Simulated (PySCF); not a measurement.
# C4H5F: circular dichroism and optical rotation, excited states, first hyperpolarisability

Wanted: circular dichroism and optical rotation, excited states, first hyperpolarisability for C4H5F (`CC=C=CF`).

Programs: PySCF 2.14.0, with routines of our own; each step states its level. All values are computed. Atoms count from 0.

### 1 The starting structure

10 atoms, charge 0, multiplicity 1; geometry from: GFN2-xTB.

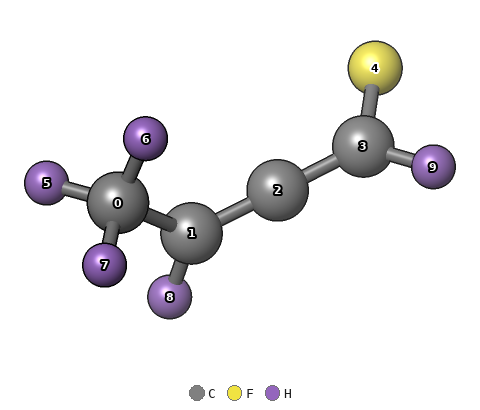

The starting geometry (carbon grey, fluorine yellow, hydrogen purple).

### 2 Geometry optimisation at PBE0-D3(BJ)/def2-TZVP

Job settings and geometry (Å):

```
{"job": {"xc": "PBE0", "basis": "def2-TZVP", "d3": "d3bj", "grid": 2, "kind": "geom"}, "charge": 0, "multiplicity": 1}
C     -1.388732     0.030983     0.811941
C     -0.574683     0.292274    -0.415788
C      0.682963    -0.000359    -0.540869
C      1.938967    -0.300931    -0.647646
F      2.928359     0.564763    -0.318083
H     -1.806525     0.966592     1.180775
H     -0.784175    -0.421595     1.593077
H     -2.217646    -0.633480     0.571115
H     -1.103550     0.745963    -1.246021
H      2.333906    -1.239555    -1.011031
```

Started as:

```console
$ OMP_NUM_THREADS=1 python excited_run.py task.json out
```

This one command runs all jobs of the session in turn.

The program printed:

```text
step   0  E = -255.02062740  max force = 0.006931
step   1  E = -255.02089081  max force = 0.001631
step   2  E = -255.02089761  max force = 0.001034
step   3  E = -255.02090421  max force = 0.000766
step   4  E = -255.02090817  max force = 0.000297
optimisation converged
```

It took 40 s on 1 thread of Arm Neoverse V2, shared host; peak memory 0.84 GiB.

Step by step:

```tsv
step	energy from step 0 (eV)	largest force component (eV/Å)
0	0.0000	0.3564
1	-0.0072	0.0839
2	-0.0074	0.0532
3	-0.0075	0.0394
4	-0.0076	0.0153
```

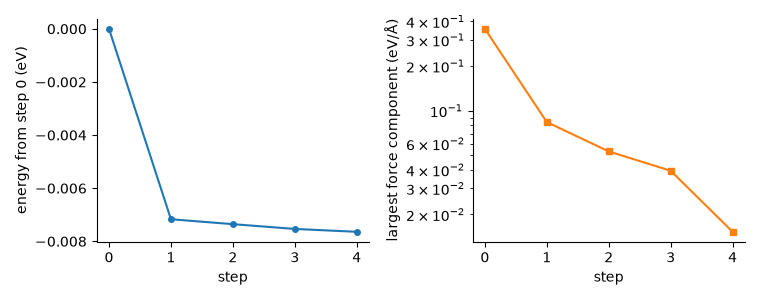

Energy and largest force along the relaxation.

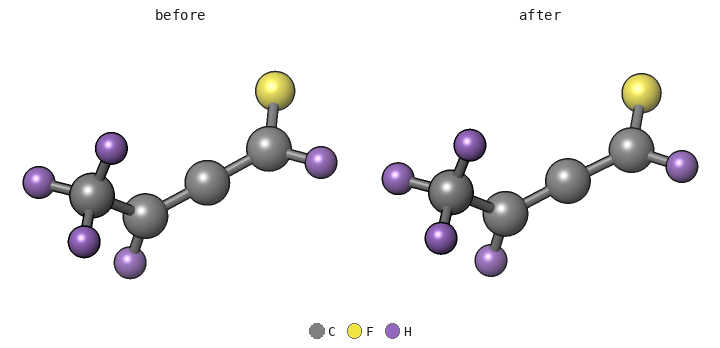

The geometry before (left) and after (right).

Distances of close pairs at the start and the end, largest changes first:

```tsv
bond	before (Å)	after (Å)	change (Å)
C3–F4	1.355	1.347	-0.008
C1–H8	1.084	1.090	+0.006
C1–C2	1.297	1.302	+0.005
C0–H5	1.089	1.094	+0.005
C0–H7	1.089	1.094	+0.004
C0–H6	1.087	1.089	+0.003
C2–C3	1.296	1.298	+0.003
C3–H9	1.081	1.084	+0.002
```

The next job starts from the end point, and lists it.

```tsv
at the end point	value
point group (found at 0.08 Å tolerance)	C1
rotational constants (GHz, main isotopes)	20.610, 2.218, 2.153
dipole moment (D)	2.15
```

### 3 Circular dichroism and optical rotation: TDDFT CAM-B3LYP/def2-TZVPD

Job settings and geometry (Å):

```
{"job": {"kind": "ecd", "xc": "CAM-B3LYP", "basis": "def2-TZVPD", "nstates": 12}, "charge": 0, "multiplicity": 1}
C     -1.439011    -0.033166     0.834295
C     -0.628176     0.192532    -0.401092
C      0.631413    -0.107917    -0.537757
C      1.872498    -0.457535    -0.690833
F      2.900637     0.362975    -0.400853
H     -1.842749     0.914418     1.202338
H     -0.842467    -0.489498     1.623185
H     -2.292823    -0.681444     0.617140
H     -1.141738     0.649997    -1.246394
H      2.202678    -1.421110    -1.060416
```

Level: TDDFT CAM-B3LYP/def2-TZVPD circular dichroism and optical rotation, one conformer, gas phase.

The program printed:

```text
coarse grid: 8536 points
cycle   1  E = -255.1494899499  dE =  6.855e-01  |g| = 4.951e-01  |ddm| = 3.105e+00
cycle   2  E = -255.1422970938  dE =  7.193e-03  |g| = 5.960e-01  |ddm| = 1.296e+00
cycle   3  E = -255.1954951448  dE = -5.320e-02  |g| = 4.801e-02  |ddm| = 4.309e-01
cycle   4  E = -255.1958089829  dE = -3.138e-04  |g| = 2.597e-02  |ddm| = 9.690e-02
cycle   5  E = -255.1959488748  dE = -1.399e-04  |g| = 8.692e-03  |ddm| = 4.491e-02
cycle   6  E = -255.1959639294  dE = -1.505e-05  |g| = 1.882e-03  |ddm| = 1.091e-02
cycle   7  E = -255.1959648199  dE = -8.906e-07  |g| = 5.814e-04  |ddm| = 3.830e-03
final grid: 83296 points
cycle   8  E = -255.1938480579  dE = -3.537e-05  |g| = 3.803e-03  |ddm| = 1.750e-01
cycle   9  E = -255.1938483480  dE = -2.902e-07  |g| = 3.781e-03  |ddm| = 1.456e-02
cycle  10  E = -255.1938509365  dE = -2.589e-06  |g| = 5.987e-04  |ddm| = 3.850e-03
cycle  11  E = -255.1938509846  dE = -4.802e-08  |g| = 1.767e-04  |ddm| = 1.059e-03
cycle  12  E = -255.1938509900  dE = -5.453e-09  |g| = 3.845e-05  |ddm| = 4.926e-04
cycle  13  E = -255.1938509904  dE = -3.378e-10  |g| = 1.284e-05  |ddm| = 1.271e-04
converged SCF energy = -255.1938509904

Singlet excitations and rotatory strengths (1e-40 esu^2 cm^2)
state   eV       nm     f(len)   f(vel)    R(len)    R(vel)   main configurations
  1   5.1503   240.7  0.00141  0.00146     3.428     3.495   H->L 0.73, H->L+1 0.19
  2   6.4893   191.1  0.00107  0.00119    10.621    10.859   H-1->L+1 0.39, H-1->L+4 0.19, H-1->L+3 0.16
  3   6.7608   183.4  0.02286  0.02417    -2.260    -2.417   H->L+1 0.53, H->L 0.20, H->L+2 0.12
  4   7.0197   176.6  0.11088  0.11178    -4.647    -5.066   H-1->L 0.53, H->L+2 0.26
  5   7.3608   168.4  0.08271  0.08391     9.122     8.615   H-1->L+2 0.23, H-1->L+1 0.18, H-1->L+4 0.15
  6   7.5784   163.6  0.51363  0.51096   -19.953   -18.845   H->L+3 0.35, H-1->L+1 0.18, H->L+1 0.13
  7   7.8820   157.3  0.01836  0.01793    -7.537    -7.742   H->L+3 0.44, H->L+2 0.28, H->L+4 0.08
  8   7.9951   155.1  0.39148  0.38963   -38.356   -38.135   H->L+4 0.66, H->L+5 0.09
  9   8.0925   153.2  0.01265  0.01356     8.416     8.540   H-1->L+3 0.59, H-1->L+2 0.32
 10   8.2398   150.5  0.04108  0.04162    15.441    15.379   H->L+5 0.62, H->L+6 0.14, H->L+4 0.10
 11   8.4121   147.4  0.06636  0.06591     8.754     8.845   H-1->L+4 0.43, H-1->L+2 0.28, H-1->L+3 0.12
 12   8.7184   142.2  0.03425  0.03498    -1.021    -1.007   H->L+6 0.72, H->L+5 0.12

Specific rotation (deg / (dm g/mL))
    nm     length   length(OI)   velocity    alpha(len)  alpha(vel)
  633.0     -33.55     -34.55     -32.79       56.152     56.077
  589.3     -37.91     -39.09     -36.98       56.443     56.368
  546.0     -42.83     -44.24     -41.68       56.810     56.735
  436.0     -54.99     -57.50     -52.62       58.366     58.295
  405.0     -54.55     -57.62     -51.45       59.096     59.025
  365.0     -40.55     -44.74     -35.84       60.399     60.331
  355.0     -31.70     -36.26     -26.38       60.816     60.748
```

Run time: 53 s. Hardware: 1 thread of Arm Neoverse V2, shared host; peak memory 0.91 GiB.

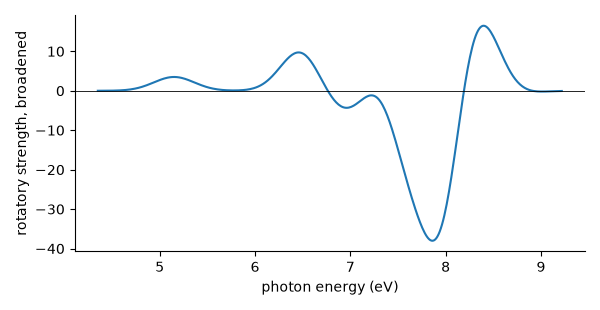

Circular dichroism: velocity-form rotatory strengths under Gaussians of 0.3 eV half-width at 1/e.

### 4 Excited states: TDA CAM-B3LYP/def2-TZVPD

The job, as its differences from that of step 3:

```diff
@@ -1,2 +1,2 @@
-{"job": {"kind": "ecd", "xc": "CAM-B3LYP", "basis": "def2-TZVPD", "nstates": 12}, "charge": 0, "multiplicity": 1}
+{"job": {"kind": "states", "xc": "CAM-B3LYP", "basis": "def2-TZVPD", "tda": true, "soc": true, "nstates": 6, "ntriplets": 5, "nquad": 4}, "charge": 0, "multiplicity": 1}
 C     -1.439011    -0.033166     0.834295
```

Method: TDA CAM-B3LYP/def2-TZVPD excited states, vertical, gas phase, spin-orbit mean-field couplings.

The program printed:

```text
coarse grid: 8536 points
cycle   1  E = -255.1494899499  dE =  6.855e-01  |g| = 4.951e-01  |ddm| = 3.105e+00
cycle   2  E = -255.1422970938  dE =  7.193e-03  |g| = 5.960e-01  |ddm| = 1.296e+00
cycle   3  E = -255.1954951448  dE = -5.320e-02  |g| = 4.801e-02  |ddm| = 4.309e-01
cycle   4  E = -255.1958089829  dE = -3.138e-04  |g| = 2.597e-02  |ddm| = 9.690e-02
cycle   5  E = -255.1959488748  dE = -1.399e-04  |g| = 8.692e-03  |ddm| = 4.491e-02
cycle   6  E = -255.1959639294  dE = -1.505e-05  |g| = 1.882e-03  |ddm| = 1.091e-02
cycle   7  E = -255.1959648199  dE = -8.906e-07  |g| = 5.814e-04  |ddm| = 3.830e-03
final grid: 83296 points
cycle   8  E = -255.1938480579  dE = -3.537e-05  |g| = 3.803e-03  |ddm| = 1.750e-01
cycle   9  E = -255.1938483480  dE = -2.902e-07  |g| = 3.781e-03  |ddm| = 1.456e-02
cycle  10  E = -255.1938509365  dE = -2.589e-06  |g| = 5.987e-04  |ddm| = 3.850e-03
cycle  11  E = -255.1938509846  dE = -4.802e-08  |g| = 1.767e-04  |ddm| = 1.059e-03
cycle  12  E = -255.1938509900  dE = -5.453e-09  |g| = 3.845e-05  |ddm| = 4.926e-04
cycle  13  E = -255.1938509904  dE = -3.378e-10  |g| = 1.284e-05  |ddm| = 1.271e-04
converged SCF energy = -255.1938509904

Singlet excitations
state   eV       nm        f     d(h-e)  d(exc)  Lambda  PR(NTO)  |dmu|/D   mu/D   main configurations
  1   5.1785   239.4   0.00180   0.718   2.543   0.477   1.014    1.516    1.315   H->L 0.73, H->L+1 0.18
  2   6.5133   190.4   0.00096   0.436   2.749   0.489   1.021    0.916    2.703   H-1->L+1 0.41, H-1->L+4 0.19, H-1->L+3 0.16
  3   6.8066   182.2   0.03971   0.908   3.605   0.464   1.046    2.508    1.229   H->L+1 0.49, H->L+2 0.22, H->L 0.22
  4   7.2374   171.3   0.07606   0.543   3.260   0.580   1.458    1.925    3.954   H-1->L 0.60, H->L+2 0.15
  5   7.4227   167.0   0.02364   0.438   3.321   0.459   1.737                     H-1->L+1 0.26, H-1->L+2 0.20, H->L+2 0.19
  6   7.6948   161.1   0.32683   0.530   3.670   0.502   1.560                     H->L+3 0.43, H->L+4 0.18, H-1->L+1 0.12

Triplet excitations (Tamm-Dancoff)
state   eV     d(h-e)  d(exc)  Lambda  PR(NTO)   main configurations
  1   4.3809   0.088   2.171   0.591   1.239   H-1->L 0.55, H-1->L+1 0.18
  2   4.6988   0.162   2.195   0.513   1.233   H->L+4 0.31, H->L+3 0.16, H->L+1 0.13
  3   4.7759   0.719   2.492   0.481   1.011   H->L 0.65, H->L+1 0.25
  4   6.1723   0.619   2.612   0.469   1.015   H-1->L+1 0.37, H-1->L+4 0.25, H-1->L+3 0.18
  5   6.7321   0.657   3.459   0.451   1.009   H->L+2 0.39, H->L+1 0.28, H->L 0.21
S1 - T1 = 0.7975 eV

Spin-orbit couplings |<S|Hso|T>| (cm-1)
             T1       T2       T3       T4       T5
S0        0.383    1.944   12.011   14.275    7.390
S1        7.384    7.028    1.180    0.112    1.761
S2        6.678    3.427    0.396    0.478    1.651
S3        1.172    4.808    1.384    3.566    1.811
S4        3.301    0.346    5.730    5.376    3.496
S5        2.724    3.380    4.000    6.714    4.949
S6        2.132    2.808    1.336    2.085    2.075
T1 sublevels (cm-1): 0.000 0.008 0.012   radiative rates (1/s): 0.596 0.0548 0.355
```

It took 29 s on 1 thread of Arm Neoverse V2, shared host; peak memory 0.85 GiB.

In short:

```tsv
quantity	value
S1 less T1	0.80 eV
```

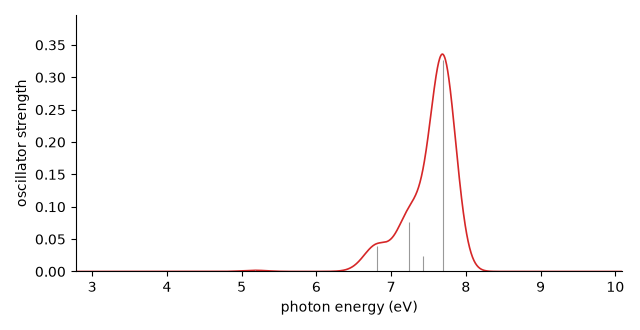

Absorption lines of the singlets. Lines are broadened to a width of 0.40 eV (Gaussian).

### 5 Excited states: TDDFT CAM-B3LYP/def2-TZVPD

The job, as its differences from that of step 4:

```diff
@@ -1,2 +1,2 @@
-{"job": {"kind": "states", "xc": "CAM-B3LYP", "basis": "def2-TZVPD", "tda": true, "soc": true, "nstates": 6, "ntriplets": 5, "nquad": 4}, "charge": 0, "multiplicity": 1}
+{"job": {"kind": "states", "xc": "CAM-B3LYP", "basis": "def2-TZVPD", "tpa": true, "nstates": 8, "nquad": 6, "ntriplets": 0}, "charge": 0, "multiplicity": 1}
 C     -1.439011    -0.033166     0.834295
```

With the program's defaults for keys left out, this is: TDDFT CAM-B3LYP/def2-TZVPD excited states, vertical, gas phase, two-photon moments by quadratic response.

The program printed:

```text
coarse grid: 8536 points
cycle   1  E = -255.1494899499  dE =  6.855e-01  |g| = 4.951e-01  |ddm| = 3.105e+00
cycle   2  E = -255.1422970938  dE =  7.193e-03  |g| = 5.960e-01  |ddm| = 1.296e+00
cycle   3  E = -255.1954951448  dE = -5.320e-02  |g| = 4.801e-02  |ddm| = 4.309e-01
cycle   4  E = -255.1958089829  dE = -3.138e-04  |g| = 2.597e-02  |ddm| = 9.690e-02
cycle   5  E = -255.1959488748  dE = -1.399e-04  |g| = 8.692e-03  |ddm| = 4.491e-02
cycle   6  E = -255.1959639294  dE = -1.505e-05  |g| = 1.882e-03  |ddm| = 1.091e-02
cycle   7  E = -255.1959648199  dE = -8.906e-07  |g| = 5.814e-04  |ddm| = 3.830e-03
final grid: 83296 points
cycle   8  E = -255.1938480579  dE = -3.537e-05  |g| = 3.803e-03  |ddm| = 1.750e-01
cycle   9  E = -255.1938483480  dE = -2.902e-07  |g| = 3.781e-03  |ddm| = 1.456e-02
cycle  10  E = -255.1938509365  dE = -2.589e-06  |g| = 5.987e-04  |ddm| = 3.850e-03
cycle  11  E = -255.1938509846  dE = -4.802e-08  |g| = 1.767e-04  |ddm| = 1.059e-03
cycle  12  E = -255.1938509900  dE = -5.453e-09  |g| = 3.845e-05  |ddm| = 4.926e-04
cycle  13  E = -255.1938509904  dE = -3.378e-10  |g| = 1.284e-05  |ddm| = 1.271e-04
converged SCF energy = -255.1938509904

Singlet excitations
state   eV       nm        f     d(h-e)  d(exc)  Lambda  PR(NTO)  |dmu|/D   mu/D   delta(TPA)   sigma/GM   main configurations
  1   5.1503   240.7   0.00141   0.713   2.542   0.477   1.022    1.530    1.318        0.62      0.006   H->L 0.73, H->L+1 0.19
  2   6.4893   191.1   0.00107   0.446   2.748   0.490   1.015    0.943    2.760        2.84      0.044   H-1->L+1 0.39, H-1->L+4 0.19, H-1->L+3 0.16
  3   6.7610   183.4   0.02287   0.899   3.561   0.480   1.211    2.448    0.845       97.06      1.625   H->L+1 0.53, H->L 0.20, H->L+2 0.12
  4   7.0201   176.6   0.11083   0.578   3.039   0.564   1.852    2.342    4.247       46.21      0.834   H-1->L 0.53, H->L+2 0.26
  5   7.3609   168.4   0.08258   0.396   3.333   0.482   1.377    1.690    1.715       11.82      0.235   H-1->L+2 0.23, H-1->L+1 0.18, H-1->L+4 0.15
  6   7.5787   163.6   0.51350   0.467   3.460   0.476   1.896    1.432    1.648       18.09      0.381   H->L+3 0.35, H-1->L+1 0.18, H->L+1 0.13
  7   7.8821   157.3   0.01838   1.827   4.262   0.451   1.072                                            H->L+3 0.44, H->L+2 0.28, H->L+4 0.08
  8   7.9954   155.1   0.39204   0.479   3.399   0.551   1.296                                            H->L+4 0.66, H->L+5 0.09
```

Run time: 38 s. Hardware: 1 thread of Arm Neoverse V2, shared host; peak memory 0.85 GiB.

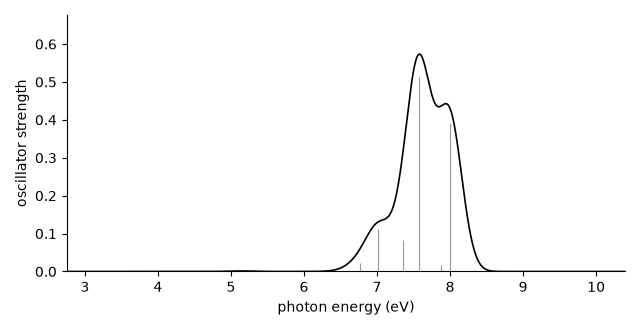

Absorption lines of the singlets. Lines are broadened to a width of 0.40 eV (Gaussian).

### 6 First hyperpolarisability: quadratic response CAM-B3LYP/def2-TZVPD

The job, as its differences from that of step 5:

```diff
@@ -1,2 +1,2 @@
-{"job": {"kind": "states", "xc": "CAM-B3LYP", "basis": "def2-TZVPD", "tpa": true, "nstates": 8, "nquad": 6, "ntriplets": 0}, "charge": 0, "multiplicity": 1}
+{"job": {"kind": "beta", "xc": "CAM-B3LYP", "basis": "def2-TZVPD"}, "charge": 0, "multiplicity": 1}
 C     -1.439011    -0.033166     0.834295
```

Method: quadratic response CAM-B3LYP/def2-TZVPD first hyperpolarisability, Taylor convention, gas phase.

The program printed:

```text
coarse grid: 8536 points
cycle   1  E = -255.1494899499  dE =  6.855e-01  |g| = 4.951e-01  |ddm| = 3.105e+00
cycle   2  E = -255.1422970938  dE =  7.193e-03  |g| = 5.960e-01  |ddm| = 1.296e+00
cycle   3  E = -255.1954951448  dE = -5.320e-02  |g| = 4.801e-02  |ddm| = 4.309e-01
cycle   4  E = -255.1958089829  dE = -3.138e-04  |g| = 2.597e-02  |ddm| = 9.690e-02
cycle   5  E = -255.1959488748  dE = -1.399e-04  |g| = 8.692e-03  |ddm| = 4.491e-02
cycle   6  E = -255.1959639294  dE = -1.505e-05  |g| = 1.882e-03  |ddm| = 1.091e-02
cycle   7  E = -255.1959648199  dE = -8.906e-07  |g| = 5.814e-04  |ddm| = 3.830e-03
final grid: 83296 points
cycle   8  E = -255.1938480579  dE = -3.537e-05  |g| = 3.803e-03  |ddm| = 1.750e-01
cycle   9  E = -255.1938483480  dE = -2.902e-07  |g| = 3.781e-03  |ddm| = 1.456e-02
cycle  10  E = -255.1938509365  dE = -2.589e-06  |g| = 5.987e-04  |ddm| = 3.850e-03
cycle  11  E = -255.1938509846  dE = -4.802e-08  |g| = 1.767e-04  |ddm| = 1.059e-03
cycle  12  E = -255.1938509900  dE = -5.453e-09  |g| = 3.845e-05  |ddm| = 4.926e-04
cycle  13  E = -255.1938509904  dE = -3.378e-10  |g| = 1.284e-05  |ddm| = 1.271e-04
converged SCF energy = -255.1938509904

Lowest singlets (eV, f): 5.1503 0.0014  6.4893 0.0011  6.7610 0.0229

First hyperpolarisability (au)
process     nm      |vector|   parallel      HRS      DR
static         -      101.75     -59.66      40.76   5.632
shg       1907.0      104.07     -61.04       41.8   5.589
eope      1907.0      102.51     -60.12          -       -
shg       1064.0      109.56     -64.28       44.3   5.477
eope      1064.0      104.24     -61.14          -       -
```

Run time: 28 s. Hardware: 1 thread of Arm Neoverse V2, shared host; peak memory 0.85 GiB.

### 7 Outcome

```
                                                                                        quantity                                                          value
                                                                                     point group                                                             C1
                                                            rotational constants (main isotopes)                                          20.61, 2.22, 2.15 GHz
state of largest rotatory strength (velocity form) among 12 (step 3, TDDFT CAM-B3LYP/def2-TZVPD)  8.00 eV, R = -38.1 (velocity), -38.4 (length) ·10⁻⁴⁰ esu² cm²
                              specific rotation at 633.0 nm (step 3, TDDFT CAM-B3LYP/def2-TZVPD)                               -32.8 (velocity), -33.5 (length)
                                                   S1 less T1 (step 4, TDA CAM-B3LYP/def2-TZVPD)                                                        0.80 eV
                                      β vector (step 6, quadratic response CAM-B3LYP/def2-TZVPD)            static 102, SHG 1907.0 nm 104, SHG 1064.0 nm 110 au
```

**Reading.** Relaxing lowered the energy by 0.008 eV in 4 steps; the close pair that moved most is C3–F4, from 1.355 to 1.347 Å. Rotations belong to one conformer and to the handedness of the start. In step 4, the number of triplets below S1 is 3, and the largest singlet-triplet spin-orbit coupling is S0–T4, 14.28 cm⁻¹. β grows from 102 au (static) to 110 au for doubling at 1064.0 nm: normal dispersion, which grows as twice the photon energy moves toward the bright states.
